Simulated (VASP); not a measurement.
Band structure of CuO (relaxed from the layer:h-BN structure). Method: PBEsol GGA, VASP's PBE PAW potentials (set 64) (plane waves; VASP).

The cell holds a wide vacuum, so values per volume refer to the whole cell.

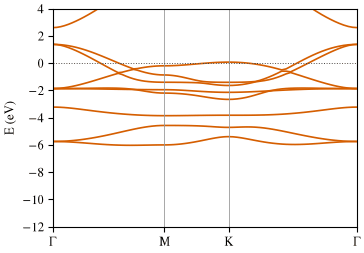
*Bands along high-symmetry lines, zero at the valence-band maximum or, without a gap, the Fermi level*

Question: Read the plot: is there a gap, and where are the band edges?

Answer: It has no gap at this level: it comes out as a metal or semimetal. (Edges off the drawn lines would not show.)

The cell is a sheet with vacuum, built from a generated structure.
